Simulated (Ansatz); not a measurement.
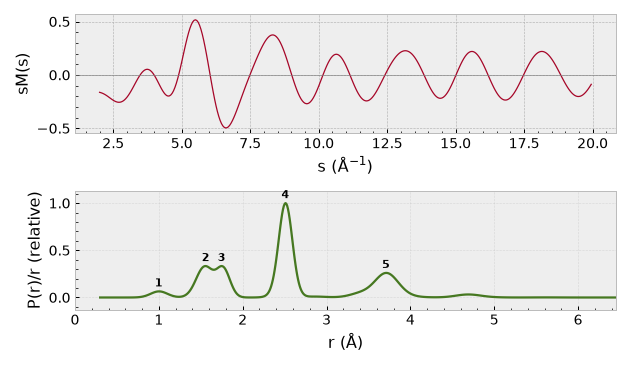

Simulated gas electron diffraction: reduced molecular intensity sM(s) from the Debye equation in the first Born approximation (top) and the radial distribution curve (bottom) of AlGeH₆N. Each pair of atoms contributes with weight ZᵢZⱼ/r; damping constant 0.002 Å²; vibrational amplitudes assumed, not computed: 0.05 Å for bonds, 0.078 Å for bonds to H, 0.06 + 0.015 r up to 0.15 Å for other pairs. The geometry is the end point of an optimisation (RHF/def2-SVP in Ansatz); it may be a saddle point or a higher isomer. SMILES: [NH2][AlH][GeH3].

Question: Assign the numbered peaks of the radial distribution curve (– bonded, ··· not bonded).

Answer: Peak 1, 1.00 Å: N–H 1.00 Å (×2)
Peak 2, 1.56 Å: Ge–H 1.54 Å (×3), Al–H 1.58 Å
Peak 3, 1.75 Å: Al–N 1.77 Å
Peak 4, 2.51 Å: Ge–Al 2.51 Å
Peak 5, 3.71 Å: Ge···H 3.62–3.84 Å (×2), Ge···N 3.71 Å, not resolved; in its flanks Al···H 3.40–3.41 Å
